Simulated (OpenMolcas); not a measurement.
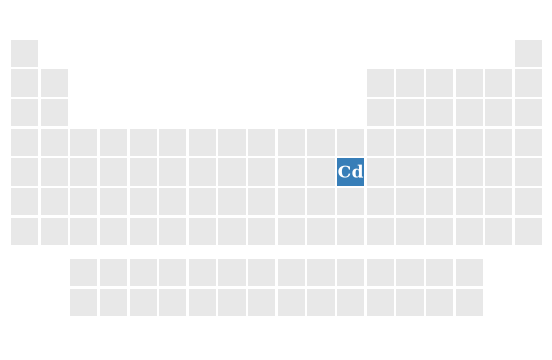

The place of cadmium in the periodic table.

**Multiconfigurational calculation for Cd**

System: Cd.
Method: state-averaged CASSCF, active space 2 electrons in the shells 5s 5p 6s 6p, basis ANO-R3, X2C scalar Hamiltonian, spin-orbit coupling by RASSI with atomic mean-field integrals (OpenMolcas).

## The input
```
&GATEWAY
Coord
1

Cd 0.0 0.0 0.0
Basis=ANO-R3
Group=XYZ
NoMove
AngMom=0.0 0.0 0.0
AMFI
&SEWARD
&RASSCF
FileOrb=start.orb
Symmetry=1
Spin=3
nActEl=2 0 0
Inactive=14 9
Ras2=1 3
CIRoot=3 3 1
SDav=3
CIMx=300
Iter=120 100
PrWF=0.3
OrbListing=Nothing
MaxOrb=0
Atom
>>> COPY $Project.JobIph JOBPRE
&RASSCF
FileOrb=start.orb
Symmetry=1
Spin=4
nActEl=2 0 0
Inactive=14 9
Ras2=2 6
CIRoot=15 15 1
SDav=16
CIMx=300
Iter=71 100
PrWF=0.3
OrbListing=Nothing
MaxOrb=0
Atom
CIOnly
>>> COPY $Project.JobIph JOB001
```

The file start.orb holds starting orbitals from an earlier step.

Hardware: 1 thread of Arm Neoverse V1, 112 GiB of memory available, shared host.

Launched with:
```bash
OMP_NUM_THREADS=1 MOLCAS_MEM=2252 MOLCAS_PROJECT=a pymolcas a.inp > a.log  # once for each step of the input, in one work folder
```

## Output (extracts)
```
--- SEWARD ---
Basis set label: CD.ANO-R...8S6P5D3F2G1H.

      Electronic valence basis set:
      ------------------
      Associated Effective Charge  48.000000 au
      Associated Actual Charge     48.000000 au
      Nuclear Model: Finite nucleus - Gaussian distribution
        Gaussian exponent, Xi/bohr**(-2):  1.96486E+08

      Shell  nPrim  nBasis  Cartesian Spherical Contaminant
         s      23       8        X
         p      16       6        X
         d      12       5                 X
         f       6       3                 X
         g       5       2                 X
         h       3       1                 X
                  Relativistic X2C integrals
                  Atomic mean-field integrals
--- RASSCF ---

 Nr of active orbitals     NAC=   8
 Spin degeneracy         ISPIN=   4
 There can be no such wave function.
 ************************************************
--- Stop Module: rasscf at  /rc=_RC_INPUT_ERROR_ ---
.####################.
.# User input error #.
.####################.
```

## Outcome

- outcome: refused by the program

## Diagnosis

The input is odd on purpose: wrong spin. The program refused the input; the driver noted: RASSCF spin 3: _RC_INPUT_ERROR_.
